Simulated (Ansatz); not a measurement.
## VBiO4 (scheelite type, space group I4_1/a), energy against volume

VBiO$_{4}$ (scheelite type, space group I4_1/a)

Space group I4₁/a, origin choice 1 (No. 88); a = b = 5.166 Å, c = 11.779 Å, α = β = γ = 90.00°

| atom | site | symmetry | x | y | z |
|---|---|---|---|---|---|
| Bi | 4a | -4.. | 0.0000 | 0.0000 | 0.0000 |
| V | 4b | -4.. | 0.0000 | 0.0000 | 0.5000 |
| O | 16f | 1 | 0.2509 | 0.3616 | 0.0781 |
(The calculation used a cell of 12 atoms; values per cell refer to that cell.)

E(V) scan at fixed shape, V₀ the volume above. The atoms relax within the cell's symmetry.

Level of theory: PBE (plane waves to 420 eV, PAW, scalar-relativistic; Ansatz, a first-principles code). k mesh 7×7×7 (Γ-centred), Fermi-Dirac smearing 0.05 eV. Energies are smeared free energies. With the shape held, the modulus is that of even scaling; a crystal free to change shape is softer. Spin-orbit coupling is left out, though Bi is heavy. The PAW data are Ansatz's earlier set. This is one of several known forms of VBiO4; the measured ambient cells at hand have space group No. 15 or 60. VBiO4 is run without spin polarisation. VBiO4 was relaxed with its symmetry unable to fall. The zero of ΔE is the relaxed starting cell.

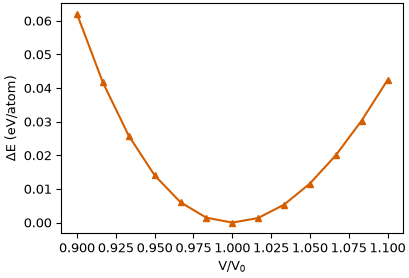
Figure: ΔE (eV/atom) against V/V₀; one marker a computed point.

The energy cost of the largest compression is 62.1 meV/atom and the pressure at the smallest volume is 16.7 GPa. The pressure derivative B₀′ (fit) comes out as 4.7, the pressure for 5 % compression (fit) is 7.2 GPa and the equilibrium volume of the fit is 13.10 Å³/atom.

P = (3B₀/2)(x⁷ − x⁵)[1 + ¾(B₀′ − 4)(x² − 1)] with x = (1/0.95)^(1/3), B₀ = 124 GPa and B₀′ = 4.67.

(A scan under strain: stresses follow from slopes of the energy per volume, elastic moduli from its curvatures.)
